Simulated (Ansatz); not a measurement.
# revPBE/STO-3G run of [PO3]− (metaphosphate (po31-) (8ci,9ci))

Aim: the energy change on altering one bond length of [PO3]− (metaphosphate (po31-) (8ci,9ci)) at revPBE/STO-3G, from 2 runs. 

The results are computed with Ansatz 0.2.0.

10 further runs of the same task are left out: 9 that didn't finish, 1 set aside as unsound or not needed.

## (1) The structure to begin with

The species is [PO3]− (4 atoms), meant as a singlet with charge -1. SMILES: `O=P(=O)[O-]`. The coordinates come from a GFN2-xTB relaxation.

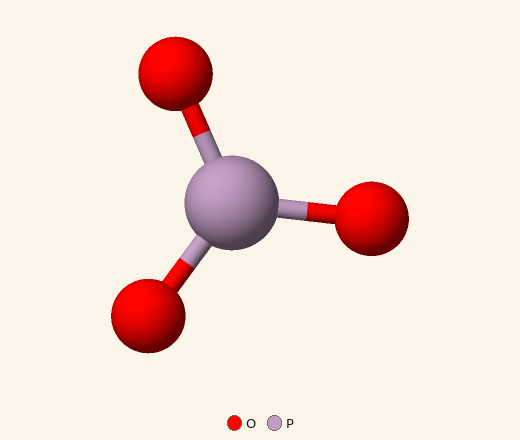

The structure, seen from a chosen angle (oxygen red, phosphorus pink).

## (2) The energy at revPBE/STO-3G

File molecule.yaml:

```yaml
crystal:
  periodic: [false, false, false]
  atoms:
    - {symbol: O, position_ang: [0.579960, -0.419440, -1.297400]}
    - {symbol: P, position_ang: [0.000330, 0.000460, -0.000130]}
    - {symbol: O, position_ang: [-1.057020, 1.037780, 0.038020]}
    - {symbol: O, position_ang: [0.476740, -0.618790, 1.259510]}
basis:
  gaussian: {orbitals: STO-3G}
total_charge: -1
hamiltonian: {xc: {name: revPBE}}
accuracy: high
```

Launch:

```console
$ ansatz run molecule.yaml --threads 1 --pin off --max-ram 2610MiB --events-out events.jsonl --progress --plain --runs-dir runs
```

The log of the run:

```text
Warning: RAYON_NUM_THREADS=1 ignored (pool sized by the plan → 1); use --threads N
Functional definition: revPBE
  name "revPBE"
  parameter kappa = 1.245
  parameter beta = 0.06672455060314922
  exchange = pbe_x(kappa = kappa, mu = beta*pi^2/3)
  correlation = pbe_c(beta = beta)
463 factors; integrals over basis functions are off by at most 2.3e-8 eV
mean field evaluation 1: about -15220.7441 eV, gradient 4.6e1 eV
mean field evaluation 2: about -15218.3135 eV, gradient 5.2e1 eV
mean field evaluation 4: about -15228.3476 eV, gradient 1.9e0 eV
mean field evaluation 8: about -15228.3495 eV, gradient 2.5e-2 eV
mean field evaluation 16: about -15228.3495 eV, gradient 1.4e-7 eV
mean field -15228.34954269 eV, -559.6315235479 hartree, gradient 9.3e-9 eV, S^2 0.000000; 0 other end points of the search recorded, 0 dependent functions left out
reference -15228.34954399 eV, -559.6315235956 hartree; 20, 20 occupied and 4, 4 virtual orbitals, 463 factors
Total energy: -15228.34954399 eV, -559.6315235956 hartree
```

Run time: 1.3 s. Hardware: 1 thread of Arm Neoverse V1, shared host; peak memory 0.097 GiB.

## (3) The distorted shape at the same level

File job.yaml:

```yaml
crystal:
  periodic: [false, false, false]
  atoms:
    - {symbol: O, position_ang: [0.724858, -0.524408, -1.621696]}
    - {symbol: P, position_ang: [0.000330, 0.000460, -0.000130]}
    - {symbol: O, position_ang: [-1.057020, 1.037780, 0.038020]}
    - {symbol: O, position_ang: [0.476740, -0.618790, 1.259510]}
basis:
  gaussian:
    orbitals: STO-3G
total_charge: -1
hamiltonian:
  xc: {name: revPBE}
accuracy: high
```

Launch:

```console
$ ansatz run job.yaml --threads 1 --pin off --max-ram 2610MiB --events-out events.jsonl --progress --plain --runs-dir runs
```

The log of the run (excerpt; [...] marks lines left out):

```text
Warning: RAYON_NUM_THREADS=1 ignored (pool sized by the plan → 1); use --threads N
[... 6 set-up lines as earlier in the session ...]
458 factors; integrals over basis functions are off by at most 2.6e-8 eV
mean field evaluation 1: about -15219.0692 eV, gradient 4.8e1 eV
mean field evaluation 2: about -15077.9740 eV, gradient 1.7e2 eV
mean field evaluation 4: about -15208.3881 eV, gradient 7.9e1 eV
mean field evaluation 8: about -15228.3057 eV, gradient 2.3e-1 eV
mean field -15228.30608884 eV, -559.6299266484 hartree, gradient 6.9e-9 eV, S^2 0.000000; 0 other end points of the search recorded, 0 dependent functions left out
reference -15228.30609017 eV, -559.6299266970 hartree; 20, 20 occupied and 4, 4 virtual orbitals, 458 factors
Total energy: -15228.30609017 eV, -559.6299266970 hartree
```

Run time: 1.4 s. Hardware: 1 thread of Arm Neoverse V1, shared host; peak memory 0.097 GiB.

## (4) Summary of results

Level: revPBE/STO-3G.

| quantity | value |
| --- | --- |
| first shape: total energy | -559.63152 Eh |
| distorted shape: total energy | -559.62993 Eh |
| energy change with the O1–P2 bond stretched from 1.482 to 1.852 Å | 0.043 eV |

In words: With the O1–P2 bond stretched from 1.482 to 1.852 Å the energy rises by 0.04 eV (1.0 kcal/mol). The first shape isn't relaxed at this level, so the change isn't measured from a minimum. The minimal basis adds a large error of its own.
